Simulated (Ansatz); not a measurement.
## SnH4SCl2: geometry relaxation (part 1 of 2)

System: SnH4SCl2.
Method: RKS PBE0/def2-SVP (Ansatz 0.2.0).

It belongs to a series of runs on one base structure; here: end point B relaxed. Figures and captions count atoms from 1; the log counts them from 0 in places.

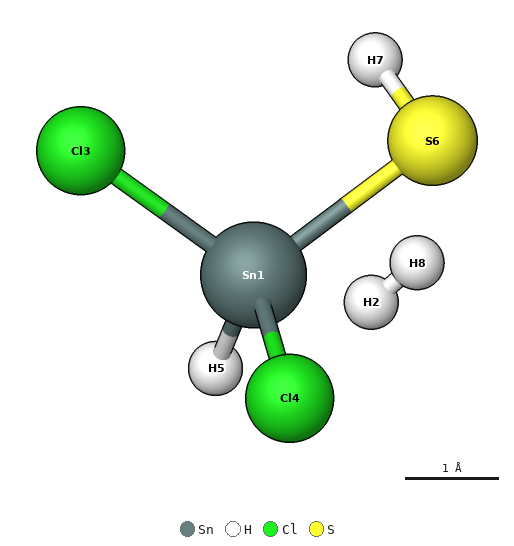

The starting structure (ball-and-stick view, seen at a tilt; atoms are numbered from 1 in the order of the input). Sticks mark near contacts. Bond lengths as drawn: Cl–Sn 2.34 to 2.35 Å, H–H 0.72 Å, H–S 1.35 Å, H–Sn 1.70 Å and S–Sn 2.43 Å.

Summary

- outcome: converged
- total energy: −41756.2198 eV
- mean-field energy: −41756.2198 eV
- largest force (length of the vector) at the end: 0.027 eV/Å
- hardware: 2 threads of Arm Neoverse V1, 24 GiB of memory available, shared host
- wall time: 64 s (CPU time 2 min)
- peak memory: 0.24 GiB

The input
```yaml
crystal:
  periodic: [false, false, false]
  atoms:
    - { symbol: Sn, position_ang: [0.384226, 0.575828, -0.302347] }
    - { symbol: H, position_ang: [-0.042206, -0.221261, 2.504918] }
    - { symbol: Cl, position_ang: [2.128111, -0.22502, -1.651456] }
    - { symbol: Cl, position_ang: [-1.134444, 1.733115, -1.651345] }
    - { symbol: H, position_ang: [-0.401828, -0.789402, 0.331978] }
    - { symbol: S, position_ang: [1.309511, 2.285401, 1.15494] }
    - { symbol: H, position_ang: [2.368546, 1.514403, 1.494575] }
    - { symbol: H, position_ang: [0.226984, 0.432634, 2.635237] }
basis:
  gaussian: { orbitals: def2-SVP }
hamiltonian:
  xc: pbe0
relax:
  f_tol: 0.03
  max_steps: 50
output:
  orbitals: {}
```

Launched with:
```bash
ansatz run input.yaml --threads 2 --pin off --max-ram 3072MiB --backend cpu --events-out ev --progress --plain --runs-dir out
```

The program's output
```
The last accepted step is kept in [file] (removed where the run ends without a failure and the disk answers)
Engine: ansatz 0.2.0, aarch64-unknown-linux-gnu
Functional definition: PBE0
  parameter a = 0.25
  parameter kappa = 0.804
  parameter beta = 0.06672455060314922
  exchange = (1 - a)*pbe_x(kappa = kappa, mu = beta*pi^2/3) + a*exact_x
  correlation = pbe_c(beta = beta)
1094 factors; integrals over basis functions are off by at most 2.7e-4 eV
mean field evaluation 1: about -41754.8166 eV, gradient 2.0e1 eV
mean field evaluation 2: about -41754.1895 eV, gradient 2.6e1 eV
mean field evaluation 4: about -41756.0036 eV, gradient 4.4e-1 eV
mean field evaluation 8: about -41756.0048 eV, gradient 3.0e-2 eV
mean field evaluation 16: about -41756.0048 eV, gradient 7.3e-6 eV
mean field -41756.00480710 eV, -1534.5048734244 hartree, gradient 7.3e-6 eV, S^2 0.000000; 0 other end points of the search recorded, 0 dependent functions left out
the calculation of the forces begins
reference -41756.00483457 eV, -1534.5048744339 hartree; 38, 38 occupied and 62, 62 virtual orbitals, 1094 factors
relax step   1: F+E_penalty+E_count = -41756.00480710 eV  Δ(F+E_penalty+E_count) = +0.000e0 eV  max|allowed force component| = 1.680e0 eV/Å  Δτ_max = 0.0000 Å  (25 SCF iters, accepted)
these checks for a lower state are left out or cut short: starts, cluster_reference, orbital_swaps, neighbouring_geometries, increment
1094 factors; integrals over basis functions are off by at most 2.9e-4 eV
mean field -41756.12461111 eV, -1534.5092761404 hartree, gradient 1.5e-5 eV, S^2 0.000000; 0 other end points of the search recorded, 0 dependent functions left out
[... from here on the field's lines of each further geometry are left out, up to the last ...]
relax step   2: F+E_penalty+E_count = -41756.12461111 eV  Δ(F+E_penalty+E_count) = -1.198e-1 eV  max|allowed force component| = 1.525e-1 eV/Å  Δτ_max = 0.1949 Å  (27 SCF iters, accepted)
relax step   3: F+E_penalty+E_count = -41756.16771491 eV  Δ(F+E_penalty+E_count) = -4.310e-2 eV  max|allowed force component| = 8.772e-2 eV/Å  Δτ_max = 0.1912 Å  (26 SCF iters, accepted)
relax step   4: F+E_penalty+E_count = -41756.18773705 eV  Δ(F+E_penalty+E_count) = -2.002e-2 eV  max|allowed force component| = 6.942e-2 eV/Å  Δτ_max = 0.2000 Å  (26 SCF iters, accepted)
relax step   5: F+E_penalty+E_count = -41756.19564948 eV  Δ(F+E_penalty+E_count) = -7.912e-3 eV  max|allowed force component| = 3.271e-2 eV/Å  Δτ_max = 0.1773 Å  (26 SCF iters, accepted)
relax step   6: F+E_penalty+E_count = -41756.19698876 eV  Δ(F+E_penalty+E_count) = -1.339e-3 eV  max|allowed force component| = 5.731e-2 eV/Å  Δτ_max = 0.0501 Å  (26 SCF iters, accepted)
relax step   7: F+E_penalty+E_count = -41756.19812653 eV  Δ(F+E_penalty+E_count) = -1.138e-3 eV  max|allowed force component| = 2.471e-1 eV/Å  Δτ_max = 0.1444 Å  (27 SCF iters, accepted)
relax step   8: F+E_penalty+E_count = -41756.20224283 eV  Δ(F+E_penalty+E_count) = -4.116e-3 eV  max|allowed force component| = 1.966e-2 eV/Å  Δτ_max = 0.0767 Å  (26 SCF iters, accepted)
relax step   9: F+E_penalty+E_count = -41756.19537650 eV  Δ(F+E_penalty+E_count) = +6.866e-3 eV  max|allowed force component| = 6.670e-1 eV/Å  Δτ_max = 0.1664 Å  (26 SCF iters, rejected (line search))
relax step  10: F+E_penalty+E_count = -41756.20414017 eV  Δ(F+E_penalty+E_count) = -1.897e-3 eV  max|allowed force component| = 1.558e-1 eV/Å  Δτ_max = 0.0811 Å  (26 SCF iters, accepted)
relax step  11: F+E_penalty+E_count = -41756.20445372 eV  Δ(F+E_penalty+E_count) = -3.135e-4 eV  max|allowed force component| = 2.762e-1 eV/Å  Δτ_max = 0.0689 Å  (27 SCF iters, accepted)
relax step  12: F+E_penalty+E_count = -41756.20539992 eV  Δ(F+E_penalty+E_count) = -9.462e-4 eV  max|allowed force component| = 2.991e-1 eV/Å  Δτ_max = 0.0802 Å  (27 SCF iters, accepted)
relax step  13: F+E_penalty+E_count = -41756.21232592 eV  Δ(F+E_penalty+E_count) = -6.926e-3 eV  max|allowed force component| = 1.166e-1 eV/Å  Δτ_max = 0.1999 Å  (26 SCF iters, accepted)
relax step  14: F+E_penalty+E_count = -41756.21538692 eV  Δ(F+E_penalty+E_count) = -3.061e-3 eV  max|allowed force component| = 4.090e-2 eV/Å  Δτ_max = 0.0846 Å  (27 SCF iters, accepted)
relax step  15: F+E_penalty+E_count = -41756.20784727 eV  Δ(F+E_penalty+E_count) = +7.540e-3 eV  max|allowed force component| = 6.161e-1 eV/Å  Δτ_max = 0.1953 Å  (27 SCF iters, rejected (line search))
relax step  16: F+E_penalty+E_count = -41756.21701515 eV  Δ(F+E_penalty+E_count) = -1.628e-3 eV  max|allowed force component| = 2.459e-2 eV/Å  Δτ_max = 0.0715 Å  (27 SCF iters, accepted)
relax step  17: F+E_penalty+E_count = -41756.21720595 eV  Δ(F+E_penalty+E_count) = -1.908e-4 eV  max|allowed force component| = 2.164e-1 eV/Å  Δτ_max = 0.0986 Å  (27 SCF iters, accepted)
relax step  18: F+E_penalty+E_count = -41756.21798585 eV  Δ(F+E_penalty+E_count) = -7.799e-4 eV  max|allowed force component| = 1.489e-1 eV/Å  Δτ_max = 0.0355 Å  (26 SCF iters, accepted)
relax step  19: F+E_penalty+E_count = -41756.21925963 eV  Δ(F+E_penalty+E_count) = -1.274e-3 eV  max|allowed force component| = 2.057e-2 eV/Å  Δτ_max = 0.0207 Å  (27 SCF iters, accepted)
the calculation of the forces begins
reference -41756.21977368 eV, -1534.5127733004 hartree; 38, 38 occupied and 62, 62 virtual orbitals, 1094 factors
relax step  20: F+E_penalty+E_count = -41756.21974416 eV  Δ(F+E_penalty+E_count) = -4.845e-4 eV  max|allowed force component| = 2.611e-2 eV/Å  Δτ_max = 0.0336 Å  (26 SCF iters, accepted)
1094 factors; integrals over basis functions are off by at most 2.8e-4 eV
mean field evaluation 160: about -41756.2197 eV, gradient 6.4e-3 eV
```

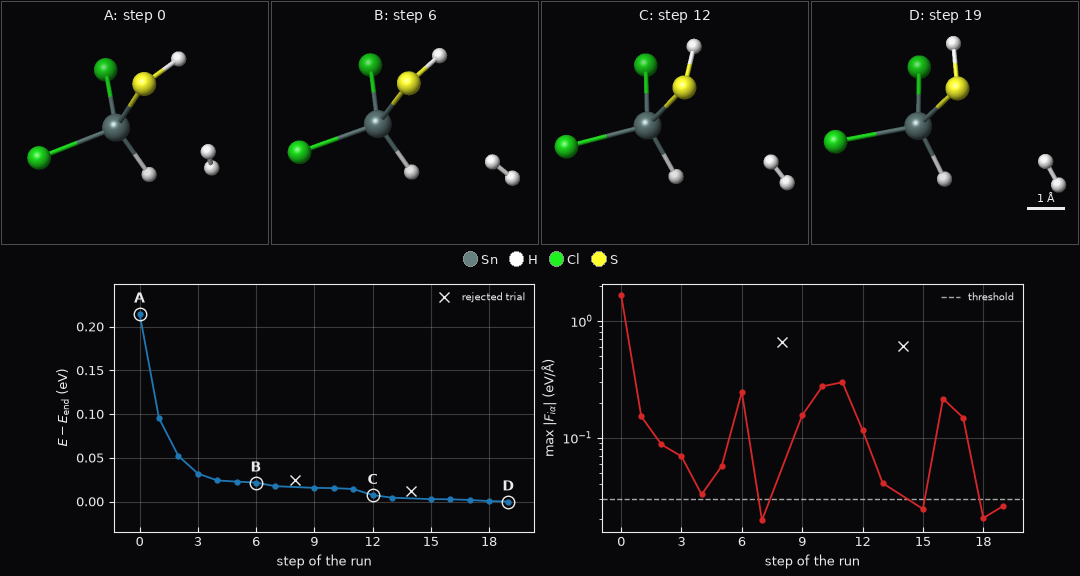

Frames of the relaxation (ball-and-stick view, seen at a tilt) above the curves, on which the letters mark them (the first geometry is step 0 here and step 1 in the log).

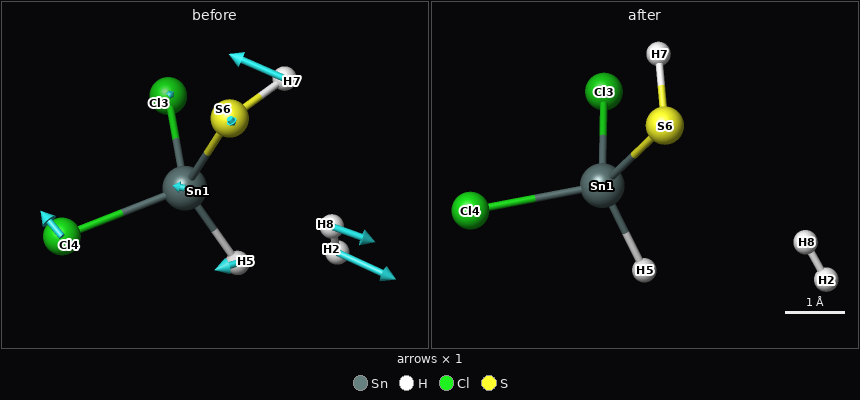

Before (left) and after (right) the relaxation, at one scale (ball-and-stick view, seen at a tilt). The teal arrows give the displacements, at true length. The atom that moves furthest after the best rigid fit is H2 (1.13 Å). Largest moves by element: H 1.13 Å, Cl 0.59 Å, Sn 0.22 Å, S 0.18 Å. Distances before and after: H2–H8 0.719 → 0.762 Å, Sn1–S6 2.430 → 2.401 Å. Among the angles that change: Cl4–Sn1–S6 104.2° → 110.5°, H5–Sn1–S6 121.2° → 115.0°, Cl3–Sn1–H5 106.5° → 110.4°. The energy falls by 0.215 eV in 19 geometry steps. The largest force component goes from 1.7 to 0.026 eV/Å. The line search rejected the trial steps at points 8, 14 (counted from 0) and went back. (Atoms are counted from 1 in the order of the input.)

```
mean field -41756.21974416 eV, -1534.5127722157 hartree, gradient 1.5e-5 eV, S^2 0.000000; 1 other end points of the search recorded, 0 dependent functions left out
the calculation of the forces begins
reference -41756.21977368 eV, -1534.5127733004 hartree; 38, 38 occupied and 62, 62 virtual orbitals, 1094 factors
Total energy: -41756.21977368 eV, -1534.5127733004 hartree
Atom 0 at     0.366852     0.664439    -0.497024 Å, force     0.011329    -0.009071    -0.001738 eV/Å
Atom 1 at    -0.239410    -0.585795     3.556592 Å, force     0.006312     0.006055    -0.005185 eV/Å
Atom 2 at     2.226349    -0.278460    -1.565889 Å, force    -0.002999    -0.000253     0.003942 eV/Å
Atom 3 at    -0.784379     1.888560    -2.127694 Å, force     0.000006     0.006063    -0.003192 eV/Å
Atom 4 at    -0.667440    -0.556207     0.083214 Å, force    -0.001117     0.006389     0.005086 eV/Å
Atom 5 at     1.249421     2.130887     1.186211 Å, force     0.016669    -0.003143    -0.009194 eV/Å
Atom 6 at     2.478215     2.087907     0.620357 Å, force    -0.026113     0.002660     0.005509 eV/Å
Atom 7 at     0.209293    -0.045634     3.260733 Å, force    -0.004087    -0.008701     0.004773 eV/Å
Dipole moment:    -0.017427    -0.152865     0.301347 e Å
```

Trajectory as extended XYZ (Å, eV, eV/Å), 20 frames, from step=1 to step=20
```
8
Properties=species:S:1:pos:R:3:forces:R:3 step=1 energy=-41756.00481
Sn    0.3842    0.5758   -0.3023    0.1818   0.2938  -0.0939
H    -0.0422   -0.2213    2.5049   -0.6992  -1.6800  -0.0420
Cl    2.1281   -0.2250   -1.6515    0.0040   0.0103   0.0084
Cl   -1.1344    1.7331   -1.6513   -0.0071   0.0056  -0.0116
H    -0.4018   -0.7894    0.3320   -0.0193  -0.0103   0.0014
S     1.3095    2.2854    1.1549   -0.0339  -0.0698  -0.2976
H     2.3685    1.5144    1.4946   -0.0030  -0.0058  -0.0174
H     0.2270    0.4326    2.6352    0.5766   1.4561   0.4528
8
Properties=species:S:1:pos:R:3:forces:R:3 step=2 energy=-41756.12461
Sn    0.4054    0.6083   -0.3566   -0.0211  -0.0470  -0.0151
H    -0.0866   -0.3108    2.6722   -0.0122  -0.0283   0.1525
Cl    2.1504   -0.2200   -1.6797    0.0336  -0.0102  -0.0663
Cl   -1.1370    1.7512   -1.6860   -0.0063   0.0259  -0.0607
H    -0.3871   -0.7530    0.3049    0.0537   0.1001  -0.0311
S     1.3364    2.3131    1.0616    0.0449  -0.0153  -0.0038
H     2.3612    1.5224    1.4656   -0.0549   0.0322  -0.0505
H     0.1961    0.3944    2.7344   -0.0376  -0.0574   0.0748
8
Properties=species:S:1:pos:R:3:forces:R:3 step=3 energy=-41756.16772
Sn    0.4199    0.6246   -0.4157    0.0142   0.0364   0.0047
H    -0.1201   -0.3577    2.8545   -0.0337  -0.0877   0.0823
Cl    2.1639   -0.2044   -1.7426    0.0080   0.0001  -0.0420
Cl   -1.1198    1.7684   -1.7494    0.0065   0.0067  -0.0449
H    -0.3693   -0.7288    0.2559    0.0249   0.0457   0.0180
S     1.3441    2.3267    1.0131    0.0098  -0.0850  -0.0012
H     2.3627    1.5281    1.4157   -0.0408   0.0346  -0.0351
H     0.1575    0.3488    2.8851    0.0112   0.0493   0.0182
8
Properties=species:S:1:pos:R:3:forces:R:3 step=4 energy=-41756.18774
Sn    0.4312    0.6436   -0.4677    0.0030  -0.0028   0.0161
H    -0.1545   -0.3940    3.0482    0.0294   0.0543   0.0373
Cl    2.1554   -0.1757   -1.8239    0.0242  -0.0155  -0.0002
Cl   -1.0817    1.7734   -1.8399   -0.0295   0.0091  -0.0082
H    -0.3411   -0.6832    0.2719   -0.0037   0.0003  -0.0479
S     1.3274    2.3158    1.0056    0.0334   0.0165   0.0049
H     2.3601    1.5236    1.3791   -0.0165   0.0073  -0.0195
H     0.1421    0.3021    2.9433   -0.0404  -0.0694   0.0175
8
Properties=species:S:1:pos:R:3:forces:R:3 step=5 energy=-41756.19565
Sn    0.4363    0.6639   -0.4993    0.0098  -0.0317   0.0161
H    -0.1336   -0.4300    3.2205   -0.0035   0.0070   0.0111
Cl    2.1711   -0.1769   -1.8312    0.0104   0.0087  -0.0049
Cl   -1.0797    1.7881   -1.8745   -0.0015   0.0149  -0.0078
H    -0.3476   -0.6665    0.2215   -0.0038   0.0104  -0.0127
S     1.3389    2.3284    0.9809    0.0146  -0.0170   0.0071
H     2.3830    1.5401    1.3322   -0.0327   0.0127  -0.0259
H     0.0706    0.2587    2.9664    0.0066  -0.0050   0.0169
```
